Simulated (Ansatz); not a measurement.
**BSiN2H5 (SMILES N[SiH]1BN1): CAM-B3LYP/cc-pVDZ**

What is the energy change on altering one bond length of BSiN2H5 at CAM-B3LYP/cc-pVDZ? 

The results are computed with Ansatz 0.2.0.

61 further runs of the same task are left out: 61 set aside as unsound or not needed.

**1. The system as given**

BSiN2H5: 9 atoms, total charge 0, spin state singlet. SMILES: `N[SiH]1BN1`. The coordinates come from a PBE0-D4/def2-TZVP relaxation. This is one conformer, not always the lowest.

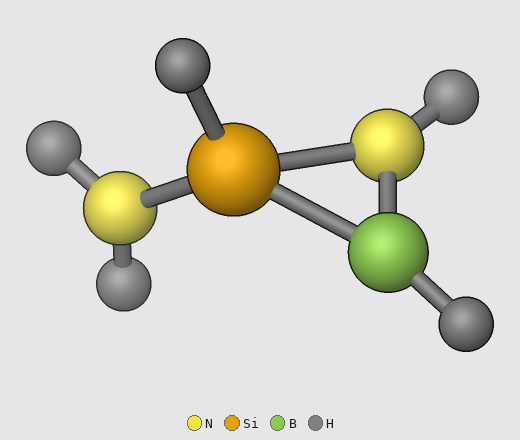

The structure, seen from a chosen angle (nitrogen yellow, silicon amber, boron green, hydrogen grey).

**2. The energy at CAM-B3LYP/cc-pVDZ**

Contents of input.yaml:

```yaml
basis:
  gaussian:
    orbitals: cc-pVDZ
crystal:
  periodic: [false, false, false]
  atoms:
    - symbol: "N"
      position_ang: [-0.637800, 1.588100, 0.218200]
    - symbol: Si
      position_ang: [0.258900, 0.175500, 0.530500]
    - symbol: B
      position_ang: [-0.233900, -1.625800, 0.110200]
    - symbol: N
      position_ang: [0.650500, -0.971600, -0.738400]
    - symbol: H
      position_ang: [-0.221300, 2.503300, 0.212900]
    - symbol: H
      position_ang: [-1.561800, 1.577300, -0.177300]
    - symbol: H
      position_ang: [1.441200, 0.620900, 1.305200]
    - symbol: H
      position_ang: [-0.741300, -2.702400, 0.114400]
    - symbol: H
      position_ang: [1.134000, -1.211600, -1.592900]
output: {orbitals: {seedname: orbitals}}
hamiltonian:
  xc: {name: CAM-B3LYP}
accuracy: high
```

Run with:

```console
ansatz run input.yaml --threads 1 --pin off --max-ram 3480MiB --events-out events.jsonl --progress --plain --runs-dir runs
```

Log:

```text
Warning: RAYON_NUM_THREADS=1 ignored (pool sized by the plan → 1); use --threads N
Functional definition: CAM-B3LYP
  name "CAM-B3LYP"
  parameter alpha = 0.19
  parameter beta = 0.46
  parameter omega = 0.33/bohr
  parameter ac = 0.81
  exchange = (1 - alpha - beta)*b88_x + beta*b88_x_sr(omega) + alpha*exact_x + beta*exact_x_lr(omega)
  correlation = (1 - ac)*vwn5_c + ac*lyp_c
1994 factors; integrals over basis functions are off by at most 3.8e-9 eV
423 factors; integrals over basis functions are off by at most 2.3e-9 eV
mean field evaluation 1: about -11606.0584 eV, gradient 6.3e1 eV
mean field evaluation 2: about -11602.7851 eV, gradient 7.3e1 eV
mean field evaluation 4: about -11613.8716 eV, gradient 3.3e0 eV
mean field evaluation 8: about -11614.0472 eV, gradient 1.2e-1 eV
mean field evaluation 16: about -11614.0473 eV, gradient 2.7e-5 eV
mean field -11614.04730411 eV, -426.8083661422 hartree, gradient 7.5e-8 eV, S^2 0.000000; 0 other end points of the search recorded, 0 dependent functions left out
reference -11614.04732364 eV, -426.8083668599 hartree; 19, 19 occupied and 66, 66 virtual orbitals, 1994 factors
Total energy: -11614.04732364 eV, -426.8083668599 hartree
```

Wall time 8.7 s (1 thread of Arm Neoverse V1, shared host); peak memory 0.31 GiB.

**3. The distorted shape at the same level**

Contents of run.yaml:

```yaml
crystal:
  periodic: [false, false, false]
  atoms:
    - {symbol: "N", position_ang: [-1.086148, 2.294396, 0.062051]}
    - {symbol: Si, position_ang: [0.258900, 0.175500, 0.530500]}
    - {symbol: B, position_ang: [-0.233900, -1.625800, 0.110200]}
    - {symbol: "N", position_ang: [0.650500, -0.971600, -0.738400]}
    - {symbol: H, position_ang: [-0.669648, 3.209596, 0.056751]}
    - {symbol: H, position_ang: [-2.010148, 2.283596, -0.333449]}
    - {symbol: H, position_ang: [1.441200, 0.620900, 1.305200]}
    - {symbol: H, position_ang: [-0.741300, -2.702400, 0.114400]}
    - {symbol: H, position_ang: [1.134000, -1.211600, -1.592900]}
basis:
  gaussian: {orbitals: cc-pVDZ}
hamiltonian: {xc: {name: CAM-B3LYP}}
accuracy: high
output: {orbitals: {seedname: orbitals}}
```

Run with:

```console
ansatz run run.yaml --threads 1 --pin off --max-ram 3480MiB --events-out events.jsonl --progress --plain --runs-dir runs
```

Log:

```text
Warning: RAYON_NUM_THREADS=1 ignored (pool sized by the plan → 1); use --threads N
[... 8 set-up lines as earlier in the session ...]
1946 factors; integrals over basis functions are off by at most 3.7e-9 eV
443 factors; integrals over basis functions are off by at most 2.3e-9 eV
mean field evaluation 1: about -11600.2346 eV, gradient 6.9e1 eV
mean field evaluation 2: about -11565.3502 eV, gradient 1.2e2 eV
mean field evaluation 4: about -11610.3144 eV, gradient 1.1e1 eV
mean field evaluation 8: about -11610.7493 eV, gradient 6.1e-1 eV
mean field evaluation 16: about -11610.7515 eV, gradient 5.7e-4 eV
mean field -11610.75145100 eV, -426.6872457743 hartree, gradient 1.8e-8 eV, S^2 0.000000; 0 other end points of the search recorded, 0 dependent functions left out
reference -11610.75147159 eV, -426.6872465309 hartree; 19, 19 occupied and 66, 66 virtual orbitals, 1946 factors
Total energy: -11610.75147159 eV, -426.6872465309 hartree
```

Run time: 8.4 s. Hardware: 1 thread of Arm Neoverse V1, shared host; peak memory 0.3 GiB.

**4. Results**

At CAM-B3LYP/cc-pVDZ:

| quantity | value |
| --- | --- |
| first shape: total energy | -426.80837 Eh |
| first shape: HOMO energy | -7.70 eV |
| first shape: LUMO energy | 1.39 eV |
| first shape: HOMO–LUMO gap | 9.09 eV |
| distorted shape: total energy | -426.68725 Eh |
| distorted shape: HOMO energy | -6.50 eV |
| distorted shape: LUMO energy | -0.36 eV |
| distorted shape: HOMO–LUMO gap | 6.14 eV |
| energy change with the N1–Si2 bond stretched from 1.702 to 2.553 Å | 3.296 eV |

**Reading.** With the N1–Si2 bond stretched from 1.702 to 2.553 Å the energy rises by 3.30 eV (318 kJ/mol). The first shape isn't relaxed at this level, so the change isn't measured from a minimum.
